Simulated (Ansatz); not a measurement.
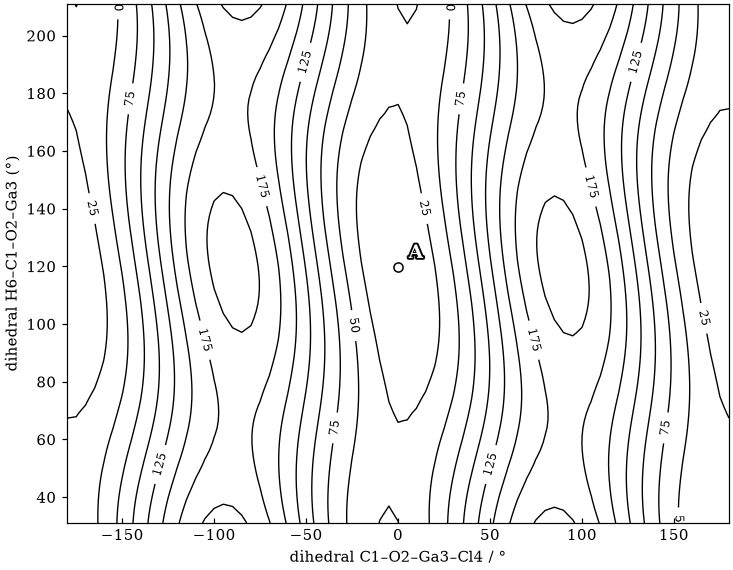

CH₃BrClGaO, SMILES C[O][Ga]([Cl])[Br]. The first coordinate is: dihedral C1–O2–Ga3–Cl4; the second: dihedral H6–C1–O2–Ga3. Nothing is relaxed (all other coordinates rigid). The scan uses a 12 × 13 grid. Points are written as (first, second). Energies: meV, counted from the relaxed molecule at the same level. Level of theory: RKS PBE0-D4/def2-SVP (Ansatz).

In the figure: contour lines labelled in meV, the point A. Between grid points the surface is interpolated.

Q: Find the lowest pass out of the well at A.

A: The easiest path leads from the well at (0°, 121°) to the well at (−180°, 121°), about 3 meV higher (on a rigid scan; wells that are mirror images or exchange like atoms can differ by this much). Its highest point lies about 179 meV above the bottom of the first well on the interpolated surface, at about (85°, 177°). The start is the relaxed structure and all else is held, so a fully relaxed path at this level can only be lower.

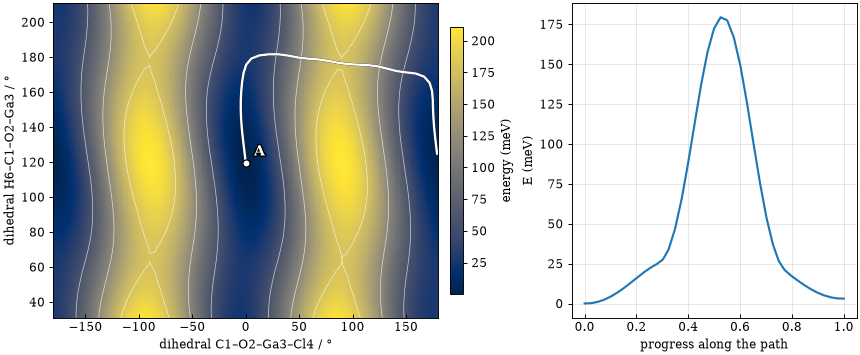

The picture shows a smooth colour map with a few white contour lines, a line along the lowest path, the energy along the path at the right. Between grid points the surface is interpolated.
